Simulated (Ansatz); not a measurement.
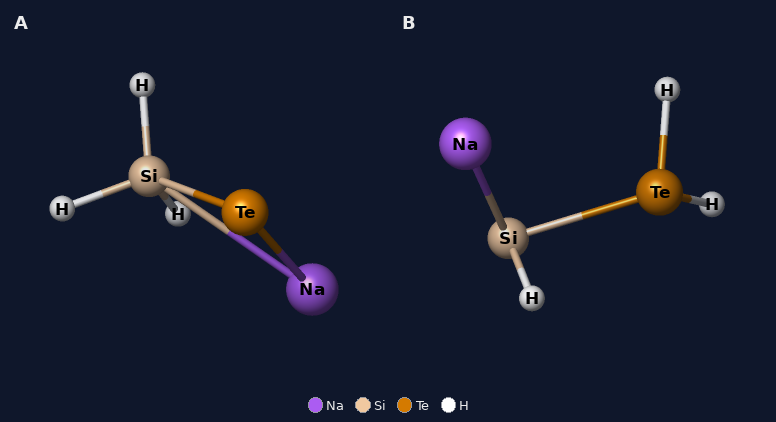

2 stationary structures of one formula. Geometries: PBE-D4/def2-SVP. Electronic energies: PBE-D4/def2-SVP (Ansatz 0.2.0), without zero-point energy. No frequency run is at hand to confirm each as a minimum.

> Rank them by energy, lowest first.

A is lowest (Cs); B lies 302.8 kJ/mol above it (C1).
